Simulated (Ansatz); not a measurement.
Ba$_{2}$YReO$_{6}$ (space group Fm-3m)

```yaml
crystal:
  lattice:
    - [0.00000, 4.15647, 4.15647]
    - [4.15647, 0.00000, 4.15647]
    - [4.15647, 4.15647, 0.00000]
  atoms:
    - { symbol: Ba, position: [0.75000, 0.75000, 0.75000] }
    - { symbol: Ba, position: [0.25000, 0.25000, 0.25000] }
    - { symbol: Y, position: [0.50000, 0.50000, 0.50000] }
    - { symbol: Re, position: [0.00000, 0.00000, 0.00000] }
    - { symbol: O, position: [0.76583, 0.76583, 0.23417] }
    - { symbol: O, position: [0.23417, 0.23417, 0.76583] }
    - { symbol: O, position: [0.23417, 0.76583, 0.76583] }
    - { symbol: O, position: [0.76583, 0.23417, 0.23417] }
    - { symbol: O, position: [0.76583, 0.23417, 0.76583] }
    - { symbol: O, position: [0.23417, 0.76583, 0.23417] }
```

The volume is varied about the relaxed value V₀ at fixed cell shape. The atoms relax within the cell's symmetry.

The numbers are results of PBEsol (plane waves to 420 eV, PAW, scalar-relativistic; Ansatz, an electronic-structure program), not measurements. k mesh 10×10×10 (Γ-centred), Fermi-Dirac smearing 0.05 eV. E stands for the smeared free energy. Ba2YReO6 is run without spin polarisation and with no Hubbard U. Ba2YReO6 was relaxed with its symmetry unable to fall. Spin-orbit coupling is left out, though Re is heavy. ΔE is measured from the relaxed starting cell.

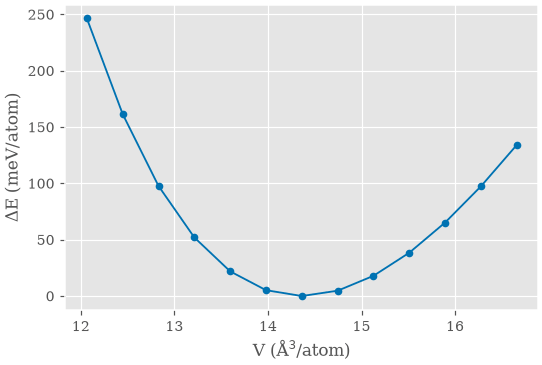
Figure: ΔE (meV/atom) against V (Å³/atom); markers are the computed points, lines only join them.

The energy cost of the largest compression is 246 meV/atom and the pressure for 5 % compression (fit) is 8.9 GPa. The energy cost of the largest expansion comes out as 134 meV/atom. The pressure at the smallest volume is 40.4 GPa. The bulk modulus B₀ (third-order Birch-Murnaghan fit) is 155 GPa.

P = (3B₀/2)(x⁷ − x⁵)[1 + ¾(B₀′ − 4)(x² − 1)] with x = (1/0.95)^(1/3), B₀ = 155 GPa and B₀′ = 4.65.

(Under strain, the slope of the energy per volume gives the stress and its curvature an elastic modulus.)
